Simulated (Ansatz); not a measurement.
## Cs2FeCu2: relaxing a made-up structure

This structure for Cs2FeCu2 is made up. Its elements were placed in a known structure type with a cell scaled to their sizes. What cell does the guess relax to, and how far off was it?

Calculated with Ansatz 0.2.0; DFT, PBE, plane-wave PAW, files of the set soft_1, scalar-relativistic, ferromagnetic start, cell and ions relaxed at zero pressure; PAW set soft_1.

**1. Set-up**

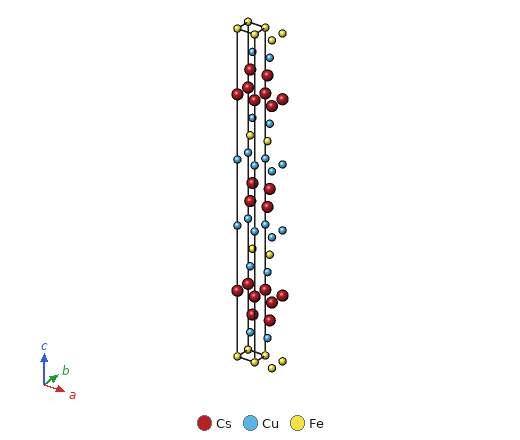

Start, viewed slightly off an axis; caesium red, copper blue, iron yellow. 2×1×1 cells are drawn. This picture shows the conventional cell, with its axes. Some periodic images of atoms are drawn too.

**2. Relaxing cell and atoms**

The guess takes its coordinates from another compound and its volume from a rule, so the cell and any free coordinates are relaxed together.

File input.yaml:

```yaml
crystal:
  lattice:
    - [1.9615, 1.132472553, 15.780666667]
    - [-1.9615, 1.132472553, 15.780666667]
    - [0.0, -2.264945106, 15.780666667]
  atoms:
    - { symbol: Cs, position: [0.2005, 0.2005, 0.2005] }
    - { symbol: Cs, position: [0.7995, 0.7995, 0.7995] }
    - { symbol: Cu, position: [0.600633333, 0.600633333, 0.600633333], spin: 0.6 }
    - { symbol: Cu, position: [0.399366667, 0.399366667, 0.399366667], spin: 0.6 }
    - { symbol: Fe, position: [0.0, 0.0, 0.0], spin: 3.0 }
magnetization:
  spin_polarized: true
kpoints:
  mp_grid: { grid: [8, 8, 8] }
scf:
  occupations: { method: fermi_dirac, width: 0.05 }
hamiltonian:
  xc: pbe
  pseudopotentials: { kind: paw, azcp: { folder: soft_1 } }
relax:
  f_tol: 0.015
  max_steps: 70
  cell: {}
output:
  forces: true
  stress: true
```

The run is started by

```
$ ansatz run input.yaml --threads 4 --pin off --max-ram 8192MiB --backend cpu --events-out ev --progress --plain --runs-dir out
```

Numbers of over 12 decimals in the logs are rounded to 6 here.

Log:

```text
basis.fft_grid_basis auto: the FFT boxes are laid along the combinations [[1, 0, -1], [0, 1, -1], [0, 0, 1]] of the cell's own vectors, 3.923, 3.923 and 15.942 Å long. The dense box has 27×27×108 points. Along the cell's own vectors, as sized, it would have 108×108×108, 16.00 times as many. Of the 12 symmetry operations that the crystal satisfies within crystal.symmetry.tolerance (time reversal apart; of a slab, thos [...]
Engine: ansatz 0.2.0, x86_64-unknown-linux-gnu
Pseudopotentials: kind: paw
Pseudopotential: Cs, paw, valence charge 9, recommended cutoff 420 eV (normal), soft_1/Cs.paw.azcp
Pseudopotential: Cu, paw, valence charge 19, recommended cutoff 420 eV (normal), soft_1/Cu.paw.azcp
Pseudopotential: Fe, paw, valence charge 16, recommended cutoff 420 eV (normal), soft_1/Fe.paw.azcp
Functional definition: PBE
  parameter kappa = 0.804
  parameter beta = 0.066725
  exchange = pbe_x(kappa = kappa, mu = beta*pi^2/3)
  correlation = pbe_c(beta = beta)
Crystal: 5 atoms, lattice volume = 210.326 Å³
Basis set: ecut = 420 eV, 4163 PW (Γ), FFT grids on a1−a3, a2−a3, a3, exchange–correlation on 54×54×216 points (8 copies of the dense FFT grid, shifted against one another)
Bands: 46, of which v1, the nominal top of the filled ones, is band 36 counted from 1 (35 counted from 0)
Symmetry: 12 space group operations
Space group: R-3m (ITA 166), of the structure as read, at distance tolerance 5.9e-5 Å
Magnetic group: BNS 166.97 (UNI 1327), of the structure as read, at distance tolerance 5.9e-5 Å
k-points: 65 of 512
Non-local potential: Cs, projectors of the file, l = 0: 3, l = 1: 2, l = 2: 2, l = 3: 2
Non-local potential: Cu, projectors of the file, l = 0: 3, l = 1: 2, l = 2: 3, l = 3: 1
Non-local potential: Fe, projectors of the file, l = 0: 3, l = 1: 2, l = 2: 3, l = 3: 1
PAW form: soft (Blöchl's): semilocal exchange-correlation on the pseudo side does not see the compensation charge
PAW one-centre angular grid: Cs, 194 points (default); XC on 64 Gauss nodes
PAW one-centre angular grid: Cu, 590 points (default); XC on 64 Gauss nodes
PAW one-centre angular grid: Fe, 590 points (default); XC on 64 Gauss nodes
Initial density: superposition of atomic densities (chi_scale 0.1, normalization cell, long waves of neutral atoms (reshape's long-wave potential 4.38 eV rms, cloud 3.76 Å wide))
Starting moments: Σ|m| = 4.2 μB on 3 of 5 sites
Initial wavefunctions: pseudopotential atomic-orbital guess
Functional: x = pbe(κ = 0.804, μ = 0.219515), c = pbe(β = 0.066725)
SCF iter   1: F=—  HF=-29098.654069 eV  |F-HF|=—  |Δ(HF+E_count)|=         —  Δρ=4.16e-1 (↑3.64e-1 ↓4.16e-1)  dr2=2.31e3  dr2_m=1.57e0  M=4.853 μB ∫|m|=5.003 μB  β_m=0.30  ethr=3.10e-3  ⟨swp⟩=10.7  Hψ=68547  notcnv=0  defer=11
Mixer restart at iter 1: flushing history
automatic band count: the SCF goes on with 53 bands, as 46 were too few: the levels above may hold too much charge
preconditioner: auto → Kerker (q_TF=auto, 2.282 Å⁻¹)  [metal: Δε(μ)=0.000 eV  Ē_g=6.658 eV  σ=0.050 eV  W_gap=0.00  n_scr=52 (ndim 8)  ℏωp=17.0 eV  f_vac=0.033  D(μ)=25.28/eV (n_scr^D=340)]
spin=Collinear: Kerker preconditioning applied to the charge; magnetization (m = ρ↑ − ρ↓) channel mixes plain (no charge-response kernel on spin).
SCF iter   2: F=—  HF=-29144.821902 eV  |F-HF|=—  |Δ(HF+E_count)|=    4.62e1  Δρ=2.06e-1 (↑1.81e-1 ↓2.06e-1)  dr2=1.76e2  dr2_m=1.55e0  M=4.316 μB ∫|m|=4.328 μB  β_m=0.26  ethr=3.10e-3  ⟨swp⟩=7.5  Hψ=30364  notcnv=0  defer=184
SCF iter   3: F=—  HF=-29083.756529 eV  |F-HF|=—  |Δ(HF+E_count)|=    6.11e1  Δρ=1.31e-1 (↑1.12e-1 ↓1.31e-1)  dr2=7.90e1  dr2_m=1.03e0  M=4.212 μB ∫|m|=4.249 μB  β_m=0.52  ethr=3.10e-3  ⟨swp⟩=4.0  Hψ=22338  notcnv=0  defer=669
SCF iter   4: F=—  HF=-29064.845775 eV  |F-HF|=—  |Δ(HF+E_count)|=    1.89e1  Δρ=2.78e-2 (↑1.83e-2 ↓2.78e-2)  dr2=8.67e0  dr2_m=1.61e-1  M=4.065 μB ∫|m|=4.132 μB  β_m=0.76  ethr=3.10e-3  ⟨swp⟩=4.2  Hψ=19093  notcnv=0  defer=678
SCF iter   5: F=—  HF=-29065.467442 eV  |F-HF|=—  |Δ(HF+E_count)|=   6.22e-1  Δρ=4.06e-2 (↑3.61e-2 ↓4.06e-2)  dr2=9.71e0  dr2_m=5.94e-2  M=3.764 μB ∫|m|=3.869 μB  β_m=0.57  ethr=3.10e-3  ⟨swp⟩=3.3  Hψ=14734  notcnv=0  defer=703
SCF iter   6: F=—  HF=-29064.275751 eV  |F-HF|=—  |Δ(HF+E_count)|=    1.19e0  Δρ=1.98e-2 (↑1.83e-2 ↓1.98e-2)  dr2=2.86e0  dr2_m=1.50e-2  M=3.836 μB ∫|m|=3.985 μB  β_m=0.68  ethr=3.10e-3  ⟨swp⟩=2.2  Hψ=12727  notcnv=0  defer=734
SCF iter   7: F=—  HF=-29064.099766 eV  |F-HF|=—  |Δ(HF+E_count)|=         —  Δρ=3.39e-2 (↑2.99e-2 ↓3.39e-2)  dr2=6.64e0  dr2_m=1.02e-1  M=3.477 μB ∫|m|=3.743 μB  β_m=0.68  ethr=3.10e-3  ⟨swp⟩=2.6  Hψ=11243  notcnv=0  defer=721
Mixer restart at iter 7: flushing history
SCF iter   8: F=—  HF=-29066.838197 eV  |F-HF|=—  |Δ(HF+E_count)|=    2.74e0  Δρ=4.68e-2 (↑4.47e-2 ↓4.68e-2)  dr2=1.13e1  dr2_m=1.74e-2  M=3.753 μB ∫|m|=3.976 μB  β_m=0.32  ethr=3.10e-3  ⟨swp⟩=3.3  Hψ=17631  notcnv=0  defer=690
SCF iter   9: F=—  HF=-29064.356664 eV  |F-HF|=—  |Δ(HF+E_count)|=    2.48e0  Δρ=2.17e-2 (↑2.06e-2 ↓2.17e-2)  dr2=2.82e0  dr2_m=2.03e-3  M=3.642 μB ∫|m|=3.893 μB  β_m=0.61  ethr=3.10e-3  ⟨swp⟩=2.0  Hψ=13677  notcnv=0  defer=730
[...]
relax step  14: F+E_penalty+E_count = -29070.31989274 eV  Δ(F+E_penalty+E_count) = -3.620e-1 eV  max|allowed force component| = 7.691e-1 eV/Å  Δτ_max = 0.1951 Å  P = +0.828 GPa  Ω = 157.669 Å³  energy of the carried Pulay correction = +1.335e-2 eV  (17 SCF iters, dr2 threshold 5.00e-7 eV, accepted)
relax step  15: F+E_penalty+E_count = -29070.58315344 eV  Δ(F+E_penalty+E_count) = -2.633e-1 eV  max|allowed force component| = 5.490e-1 eV/Å  Δτ_max = 0.1950 Å  P = +0.829 GPa  Ω = 159.886 Å³  energy of the carried Pulay correction = +1.264e-2 eV  (16 SCF iters, dr2 threshold 5.00e-7 eV, accepted)
relax step  16: F+E_penalty+E_count = -29070.73593641 eV  Δ(F+E_penalty+E_count) = -1.528e-1 eV  max|allowed force component| = 2.274e-1 eV/Å  Δτ_max = 0.1950 Å  P = +0.346 GPa  Ω = 166.637 Å³  energy of the carried Pulay correction = +1.058e-2 eV  (14 SCF iters, dr2 threshold 5.00e-7 eV, accepted)
relax step  17: F+E_penalty+E_count = -29070.79206561 eV  Δ(F+E_penalty+E_count) = -5.613e-2 eV  max|allowed force component| = 3.134e-2 eV/Å  Δτ_max = 0.1932 Å  P = +0.101 GPa  Ω = 175.417 Å³  energy of the carried Pulay correction = +8.104e-3 eV  (13 SCF iters, dr2 threshold 5.00e-7 eV, accepted)
relax step  18: F+E_penalty+E_count = -29070.79502853 eV  Δ(F+E_penalty+E_count) = -2.963e-3 eV  max|allowed force component| = 3.556e-2 eV/Å  Δτ_max = 0.2000 Å  P = +0.124 GPa  Ω = 184.952 Å³  energy of the carried Pulay correction = +5.638e-3 eV  (12 SCF iters, dr2 threshold 5.00e-7 eV, accepted)
relax step  19: F+E_penalty+E_count = -29070.80040324 eV  Δ(F+E_penalty+E_count) = -5.375e-3 eV  max|allowed force component| = 2.177e-3 eV/Å  Δτ_max = 0.0688 Å  P = -0.020 GPa  Ω = 182.430 Å³  energy of the carried Pulay correction = +6.270e-3 eV  (12 SCF iters, dr2 threshold 2.23e-7 eV, accepted)
relax step  20: F+E_penalty+E_count = -29070.80069510 eV  Δ(F+E_penalty+E_count) = -2.919e-4 eV  max|allowed force component| = 1.117e-3 eV/Å  Δτ_max = 0.0152 Å  P = -0.001 GPa  Ω = 181.646 Å³  energy of the carried Pulay correction = +6.469e-3 eV  (15 SCF iters, accepted)
relax step  21: F+E_penalty+E_count = -29070.80610704 eV  Δ(F+E_penalty+E_count) = -5.412e-3 eV  max|allowed force component| = 3.648e-4 eV/Å  Δτ_max = 0.0000 Å  P = +0.060 GPa  Ω = 181.646 Å³  stress off target by 1.03e-1 GPa  SCF on the basis re-selected at this cell (its energy is not comparable with the rows above)  (18 SCF iters)
relax step  22: F+E_penalty+E_count = -29070.80628313 eV  Δ(F+E_penalty+E_count) = -1.761e-4 eV  max|allowed force component| = 2.265e-3 eV/Å  Δτ_max = 0.0090 Å  P = +0.008 GPa  Ω = 181.623 Å³  energy of the carried Pulay correction = -8.502e-6 eV  (11 SCF iters, dr2 threshold 2.64e-8 eV, accepted)
relax step  23: F+E_penalty+E_count = -29070.80628534 eV  Δ(F+E_penalty+E_count) = -2.212e-6 eV  max|allowed force component| = 2.266e-3 eV/Å  Δτ_max = 0.0000 Å  P = +0.008 GPa  Ω = 181.623 Å³  stress off target by 1.52e-2 GPa  SCF on the basis re-selected at this cell (its energy is not comparable with the rows above)  (16 SCF iters)
basis re-selected at this cell: Δ(F+E_penalty+E_count) = -2.212e-6 eV, ΔP = -0.000 GPa vs the last step (what re-selecting the basis moved, of the pressure what is left beyond the Pulay correction that the steps carried, after the strain that the cell walked since its last selection, with what the two solves' SCF thresholds leave and, on support functions, any second-order correction that the steps lacked; it is no m [...]
SCF converged after 16 iterations
Magnetization: 2.6367 μB (37.3184 up, 34.6816 down)
Absolute magnetization: 3.7232 μB (∫|ρ↑−ρ↓|, with the PAW one-centre terms)
Spin contamination: 0.3803 ħ² per cell (⟨S²⟩ above its minimum at these occupations)
Per-site moments (μB) at R_I (Å): [(-0.015289, 1.333451), (-0.015289, 1.333451), (0.054882, 1.032882), (0.054882, 1.032882), (2.698577, 1.032882)]
Free energy (F): -29070.806285 eV
Harris-Foulkes:  -29070.806285 eV  (|F-HF|=2.11e-10)
Internal energy: -29070.781136 eV  (E = F + TS)
E sigma→0 (E₀):  -29070.793710 eV
Entropy (-TS):   -0.025150 eV (-5.030 meV/atom)
Fermi energy:    6.796466 eV
--- Per-component energies (eV) ---
  E_band       = -1593.627782
  E_kinetic    = 1140.139495
  E_local      = -32117.905934  (includes V_loc(G=0)·N_el)
  E_nonlocal   = 2118.248784
  E_hartree    = 14843.809937
  E_xc         = -604.337001
  E_vxc        = -590.855689  (∫ρ·V_xc dr)
  E_paw        = -15137.060022  (= ΣΔE_a)
  E_vpaw       = -1830.875839  (= ΣTr[D̂ρ^β])
  E_aug_tail   = 0.000892  (compensation charges beyond the density's cutoff)
  E_ewald      = 686.322713
  E_smearing   = -0.025150  (= −TS)
  E_closure    = 0.000000  (closes the sum)
  Σ components = -29070.806285   (vs F -29070.806285, Δ=0.00e0)
--- Forces (eV/Å), atoms counted from 1 ---
  atom   1  Cs     0.00000000    -0.00000000     0.00143812
  atom   2  Cs    -0.00000000     0.00000000    -0.00143812
  atom   3  Cu     0.00000000    -0.00000000    -0.00226602
  atom   4  Cu    -0.00000000     0.00000000     0.00226602
  atom   5  Fe    -0.00000000     0.00000000    -0.00000000
  max |Σ_I F_I| component: 5.78e-19 eV/Å
--- Stress (GPa, compression-positive) ---
        0.015243       0.000000      -0.000000
        0.000000       0.015243       0.000000
       -0.000000       0.000000      -0.005537
  P = ⅓ Tr σ = 0.0083 GPa (0.083 kbar)
--- Relaxed structure (21 steps of the walk, 21 accepted, 2 SCFs on fresh bases) ---
  F+E_penalty+E_count = -29070.80628534 eV   max|allowed force component| = 2.266e-3 eV/Å   (the final SCF, on the basis selected at the relaxed cell)
  cell:  # Å, volume = 181.6229 Å³
    - [2.162010, 1.248237, 11.216686]
    - [-2.162010, 1.248237, 11.216686]
    - [0, -2.496474, 11.216686]
  atoms:
    - { symbol: Cs, position: [0.243017, 0.243017, 0.243017] }
    - { symbol: Cs, position: [0.756983, 0.756983, 0.756983] }
    - { symbol: Cu, position: [0.660918, 0.660918, 0.660918] }
    - { symbol: Cu, position: [0.339082, 0.339082, 0.339082] }
    - { symbol: Fe, position: [-1.7565440122487796e-19, -1.7565440122487719e-19, -1.7565440122487772e-19] }
```

It took 13 min on 4 threads of Intel Xeon Platinum 8375C at 2.90GHz (Ice Lake), shared host; peak memory 3.2 GiB.

Step by step (22 of 23):

| step | energy less that of the first step (eV) | largest force component (eV/Å) | pressure (GPa) | volume (Å³) |
| --- | --- | --- | --- | --- |
| 1 | 0.0000 | 1.0552 | -2.12 | 210.33 |
| 2 | -0.5781 | 0.8747 | -2.19 | 201.37 |
| 3 | -1.1783 | 0.6622 | -2.16 | 189.95 |
| 4 | -1.9080 | 0.9046 | -2.16 | 176.70 |
| 5 | -2.6328 | 1.1964 | -2.03 | 164.02 |
| 6 | -3.2958 | 1.3332 | -1.72 | 153.36 |
| 7 | -3.8267 | 1.2615 | -1.22 | 146.32 |
| 8 | -4.2416 | 1.0443 | -0.42 | 141.69 |
| 9 | -4.5592 | 0.7863 | 0.55 | 139.78 |
| 10 | -4.8654 | 0.6769 | 1.24 | 141.76 |
| 11 | -5.2879 | 0.7789 | 1.58 | 146.00 |
| 13 | -6.1162 | 0.7426 | 1.33 | 154.03 |
| 14 | -6.4782 | 0.7691 | 0.83 | 157.67 |
| 15 | -6.7415 | 0.5490 | 0.83 | 159.89 |
| 16 | -6.8943 | 0.2274 | 0.35 | 166.64 |
| 17 | -6.9504 | 0.0313 | 0.10 | 175.42 |
| 18 | -6.9534 | 0.0356 | 0.12 | 184.95 |
| 19 | -6.9587 | 0.0022 | -0.02 | 182.43 |
| 20 | -6.9590 | 0.0011 | 0.00 | 181.65 |
| 21* | -6.9645 | 0.0004 | 0.06 | 181.65 |
| 22 | -6.9646 | 0.0023 | 0.01 | 181.62 |
| 23* | -6.9646 | 0.0023 | 0.01 | 181.62 |

Relaxation steps marked * repeat the geometry before them on a plane-wave basis chosen anew for their cell, so energy and pressure can jump there. Other such steps can lie between the rows shown.

The run keeps the 12 symmetry operations that it works with, so distortions that break them were not tested.

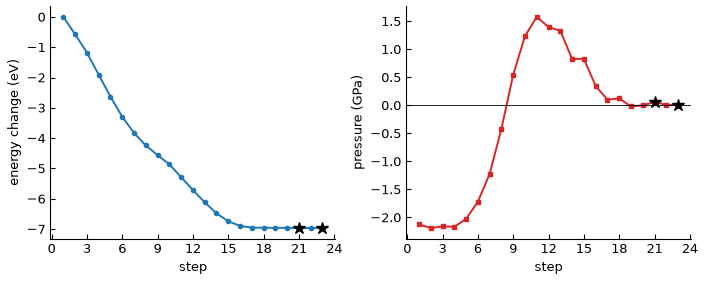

Energy and pressure along the relaxation. Stars mark steps on a basis chosen anew.

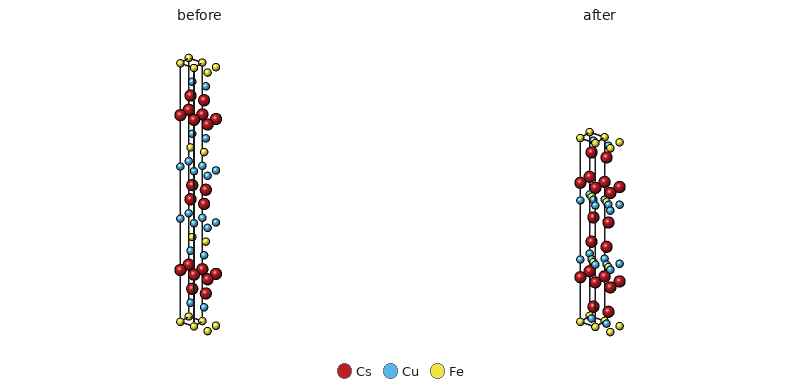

The structure before and after the relaxation, drawn at the same scale.

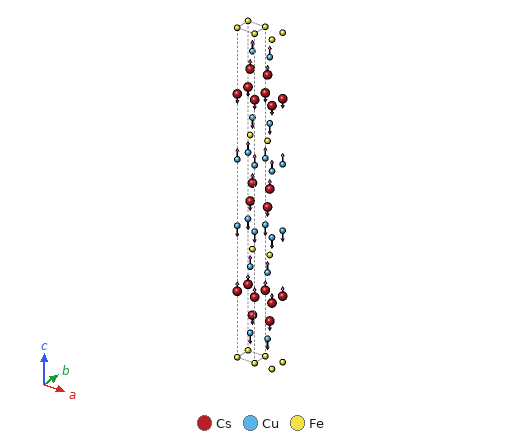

Displacements in the relaxation, scaled, measured against the changing cell; the longest in the cell stands for 2.03 Å. 2×1×1 conventional cells are drawn. Some periodic images of atoms are drawn too.

```csv
cell as run,before,after,change
a (Å),15.942,11.491,-27.9 %
b (Å),15.942,11.491,-27.9 %
c (Å),15.942,11.491,-27.9 %
α (°),14.13,21.69,+53.4 %
β (°),14.13,21.69,+53.4 %
γ (°),14.13,21.69,+53.4 %
volume (Å³/atom),42.07,36.32,-13.6 %
```

The atoms that moved most (Å, as changes of fractional coordinates times the final cell):

```
atom     dx     dy      dz  length
 Cu4  0.000  0.000  -2.029   2.029
 Cu3  0.000  0.000   2.029   2.029
 Cs1  0.000  0.000   1.431   1.431
 Cs2  0.000  0.000  -1.431   1.431
```

Final coordinates:

```xyz
5
Lattice="2.1620 1.2482 11.2167 -2.1620 1.2482 11.2167 0.0000 -2.4965 11.2167" Properties=species:S:1:pos:R:3 pbc="T T T"
Cs    0.0000    0.0000    8.1775
Cs    0.0000    0.0000   25.4725
Cu    0.0000    0.0000   22.2399
Cu    0.0000    0.0000   11.4101
Fe    0.0000    0.0000    0.0000
```

This step gave:

```yaml
free_energy: -29070.8063 eV
energy_at_zero_smearing: -29070.7937 eV
smearing_term_ts: 0.02515 eV
fermi_energy: 6.796 eV
magnetization: 2.637 μB
absolute_magnetization: 3.723 μB
site_moments: -0.01529, -0.01529, 0.05488, 0.05488, 2.699 μB
electrons: 72
symmetry_operations: 12
pressure: 0.008316 GPa
```

Site moment by atom:

| atom | site moment (μB) |
| --- | --- |
| Cs1 | -0.02 |
| Cs2 | -0.02 |
| Cu3 | 0.05 |
| Cu4 | 0.05 |
| Fe5 | 2.70 |

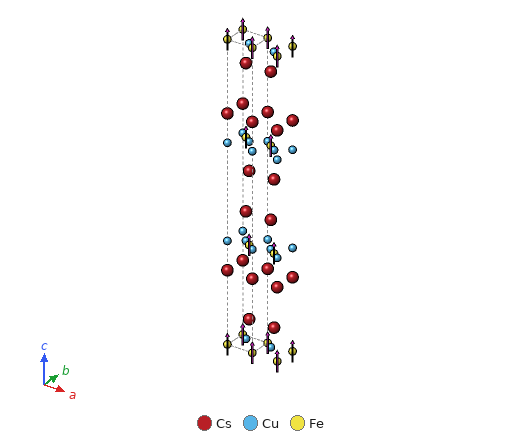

Site moment as arrows, the longest 2.70 μB. Up and down stand for the sign. Arrows give size and sign along the axis of quantisation, drawn up and down the page. 2×1×1 conventional cells are drawn. Some periodic images of atoms are drawn too.

The shortest distance of each pair, which need not be the same contact before and after:

```
 pair  guess (Å)  relaxed (Å)
Cu–Fe      3.860        2.504
Cu–Cu      3.923        2.526
Cs–Cu      3.890        3.233
Cs–Cs      3.923        4.324
Fe–Fe      3.923        4.324
```

The relaxation ends with a largest force component of 0.0023 eV/Å and a pressure of 0.01 GPa.

**3. What came out**

```
space group, relaxed : R-3m
conventional cell    : a = 4.324, b = 4.324, c = 33.650 Å; α = 90.0°, β = 90.0°, γ = 120.0°
volume per atom      : 36.32 Å³ (guess 42.07)
total moment         : 2.64 μB in the cell of 5 atoms
```

Cs2FeCu2 relaxes to R-3m with a = 4.324, b = 4.324 and c = 33.650 Å. The guessed volume was 16 % too large. The space group R-3m was held in the relaxation, so the end point is a stationary structure within it and may be a saddle against distortions or other arrangements. The input starts from parallel moments, and no other start was typed. Mesh and cutoff weren't tested. A vector of the cell changed its length by 28 %, so the starting arrangement is largely lost and the mesh was laid for another shape. Spin-orbit coupling is left out, which can matter for elements this heavy. No dispersion term is used, so weakly bound directions may come out too long. Nothing here tests whether the compound is stable against decomposition.

[Logs are printed without paths, hosts, clocks, repeated set-up lines and the standing remarks that a program may print on its own settings, such as how far it seeks lower states.]

[Hosts, paths, dates, database ids (printed as entryN), source tags and the programs' standing remarks are cut or masked in the printed files.]
